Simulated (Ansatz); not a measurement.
The reference is CdS in the zinc blende structure (space group F-43m, No. 216; a = 5.8248 Å).

Structures relaxed with PBEsol (Ansatz, a program for electronic structure; PAW; 420 eV plane waves; no spin-orbit coupling), earlier PAW set.

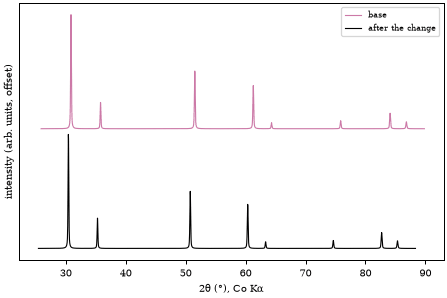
Figure. Simulated powder patterns before (top) and after one change

Question: What was done to the base?
A) S → Si
B) S → Se
C) Cd → Zn

Answer: A, S → Si. Its volume per atom is 25.75 Å³ against 24.70 Å³, and its space group is F-43m (No. 216).

No phonon test of stability was made. As relaxed here, CdSi is a hypothetical phase, not in the database extracts checked. The final runs are not spin-polarised.
